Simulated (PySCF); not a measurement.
SMILES [SiH2]([SiH2][SiH2][SiH3])[SiH3], GFN2-xTB optimised geometry. Atoms within 1.6 Å of the plane z = 0.0 Å (x, y, z in Å): Si1 (3.84, -1.73, 0.02), Si2 (1.53, -1.82, 0.04), Si3 (0.36, 0.19, 0.00), Si4 (-1.96, 0.19, 0.00), Si5 (-3.04, 2.23, 0.00), H6 (4.36, -1.00, 1.18), H7 (4.51, -3.04, 0.04), H8 (4.34, -1.04, -1.17), H9 (1.06, -2.65, -1.09), H10 (1.08, -2.59, 1.21), H11 (0.82, 1.01, 1.14), H12 (0.82, 0.96, -1.17), H13 (-2.42, -0.61, -1.15), H14 (-2.42, -0.61, 1.15), H15 (-2.69, 3.03, 1.18), H16 (-2.67, 3.04, -1.17), H17 (-4.51, 2.15, -0.02).

Level of theory: CAM-B3LYP/def2-SVP (PySCF 2.14.0). Cells within 0.4 Å of a nucleus heavier than hydrogen are left out (blank, or x).

Map of the LUMO amplitude (bohr^(-3/2)) on the plane z = 0.0 Å; orbital energy -0.02 eV, overall sign arbitrary:

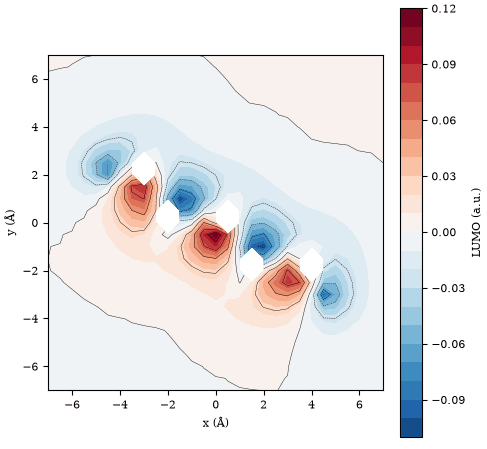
Figure. LUMO amplitude (bohr^(-3/2)) on the plane z = 0.0 Å.
